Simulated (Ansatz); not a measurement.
# GaSiH4OF (SMILES [F][GaH][O][SiH3]) at HF/3-21G

Aim: the energy change on altering one bond length of GaSiH4OF at HF/3-21G, from 2 runs. 

The calculation is run with Ansatz 0.2.0.

130 further runs of the same task are left out: 3 that didn't finish, 127 set aside as unsound or not needed.

## (1) Starting point

The species is GaSiH4OF (8 atoms), meant as a singlet with charge 0. As SMILES, `[F][GaH][O][SiH3]`. The shape is that of a PBE0-D4/def2-TZVP optimisation. This is one conformer, not always the lowest.

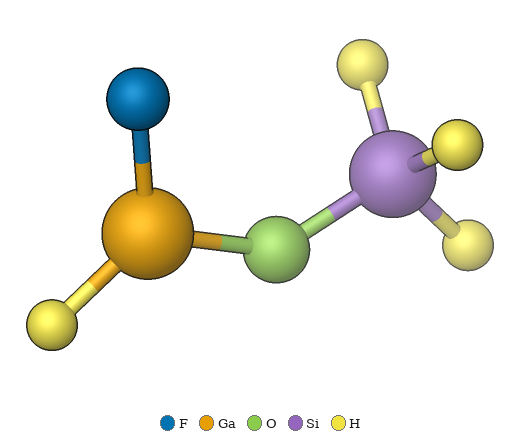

The structure, seen from a chosen angle (fluorine blue, gallium amber, oxygen green, silicon purple, hydrogen yellow).

## (2) The energy at HF/3-21G

Contents of molecule.yaml:

```yaml
crystal:
  periodic: [false, false, false]
  atoms:
    - {symbol: F, position_ang: [0.857100, 1.472000, 1.846200]}
    - {symbol: Ga, position_ang: [1.323900, 1.220200, 0.177500]}
    - {symbol: O, position_ang: [0.322200, 0.024800, -0.644000]}
    - {symbol: Si, position_ang: [-0.952800, -0.945800, -0.299100]}
    - {symbol: H, position_ang: [2.493100, 1.984200, -0.463100]}
    - {symbol: H, position_ang: [-1.287500, -1.717200, -1.523200]}
    - {symbol: H, position_ang: [-0.618600, -1.894300, 0.796900]}
    - {symbol: H, position_ang: [-2.137300, -0.143800, 0.108800]}
basis:
  gaussian:
    orbitals: 3-21G-spherical.json
hamiltonian:
  xc: hf
accuracy: high
output: {orbitals: {seedname: orbitals}}
```

The basis set 3-21G is read from a file made from the Basis Set Exchange's data (not shown).

Started as:

```
$ ansatz run molecule.yaml --threads 1 --pin off --max-ram 3480MiB --events-out events.jsonl --progress --plain --runs-dir runs
```

Log:

```text
Warning: RAYON_NUM_THREADS=1 ignored (pool sized by the plan → 1); use --threads N
Functional definition: HF
  name "HF"
  exchange = exact_x
  correlation = 0
1214 factors; integrals over basis functions are off by at most 9.3e-9 eV
mean field evaluation 1: about -64678.5573 eV, gradient 4.5e1 eV
mean field evaluation 2: about -64678.8216 eV, gradient 4.6e1 eV
mean field evaluation 4: about -64682.6805 eV, gradient 2.4e0 eV
mean field evaluation 8: about -64682.7289 eV, gradient 2.0e-1 eV
mean field evaluation 16: about -64682.7291 eV, gradient 4.5e-8 eV
mean field -64682.72909006 eV, -2377.0464505312 hartree, gradient 4.5e-8 eV, S^2 0.000000; 0 other end points of the search recorded, 0 dependent functions left out
reference -64682.72909006 eV, -2377.0464505312 hartree; 33, 33 occupied and 28, 28 virtual orbitals, 1214 factors
Total energy: -64682.72909006 eV, -2377.0464505312 hartree
```

Wall time 0.97 s (1 thread of Intel Xeon Platinum 8488C (Sapphire Rapids), shared host); peak memory 0.16 GiB.

## (3) The distorted shape at the same level

Contents of molecule.yaml:

```yaml
crystal:
  periodic: [false, false, false]
  atoms:
    - {symbol: F, position_ang: [1.048378, 1.617611, 1.794457]}
    - {symbol: Ga, position_ang: [1.515178, 1.365811, 0.125757]}
    - {symbol: O, position_ang: [0.513478, 0.170411, -0.695743]}
    - {symbol: Si, position_ang: [-0.952800, -0.945800, -0.299100]}
    - {symbol: H, position_ang: [2.684378, 2.129811, -0.514843]}
    - {symbol: H, position_ang: [-1.287500, -1.717200, -1.523200]}
    - {symbol: H, position_ang: [-0.618600, -1.894300, 0.796900]}
    - {symbol: H, position_ang: [-2.137300, -0.143800, 0.108800]}
basis:
  gaussian:
    orbitals: 3-21G-spherical.json
hamiltonian:
  xc: hf
accuracy: high
output: {orbitals: {seedname: orbitals}}
```

The basis set 3-21G is read from a file made from the Basis Set Exchange's data (not shown).

Started as:

```
$ ansatz run molecule.yaml --threads 1 --pin off --max-ram 3480MiB --events-out events.jsonl --progress --plain --runs-dir runs
```

Log:

```text
Warning: RAYON_NUM_THREADS=1 ignored (pool sized by the plan → 1); use --threads N
[... 4 set-up lines as earlier in the session ...]
1202 factors; integrals over basis functions are off by at most 1.0e-8 eV
mean field evaluation 1: about -64677.6128 eV, gradient 4.7e1 eV
mean field evaluation 2: about -64677.8565 eV, gradient 4.7e1 eV
mean field evaluation 4: about -64682.1015 eV, gradient 3.4e0 eV
mean field evaluation 8: about -64682.1593 eV, gradient 2.2e-1 eV
mean field evaluation 16: about -64682.1601 eV, gradient 3.8e-7 eV
mean field -64682.16010434 eV, -2377.0255406918 hartree, gradient 2.4e-8 eV, S^2 0.000000; 0 other end points of the search recorded, 0 dependent functions left out
reference -64682.16010434 eV, -2377.0255406918 hartree; 33, 33 occupied and 28, 28 virtual orbitals, 1202 factors
Total energy: -64682.16010434 eV, -2377.0255406918 hartree
```

Run time: 0.99 s. Hardware: 1 thread of Intel Xeon Platinum 8488C (Sapphire Rapids), shared host; peak memory 0.16 GiB.

## (4) What came out

At HF/3-21G:

| quantity | value |
| --- | --- |
| first shape: total energy | -2377.04645 Eh |
| first shape: HOMO energy | -12.02 eV |
| first shape: LUMO energy | 1.76 eV |
| first shape: HOMO–LUMO gap | 13.78 eV |
| distorted shape: total energy | -2377.02554 Eh |
| distorted shape: HOMO energy | -12.02 eV |
| distorted shape: LUMO energy | 2.06 eV |
| distorted shape: HOMO–LUMO gap | 14.08 eV |
| energy change with the O3–Si4 bond stretched from 1.639 to 1.885 Å | 0.569 eV |

In words: With the O3–Si4 bond stretched from 1.639 to 1.885 Å the energy rises by 0.57 eV (13.1 kcal/mol). The first shape isn't relaxed at this level, so the change isn't measured from a minimum.
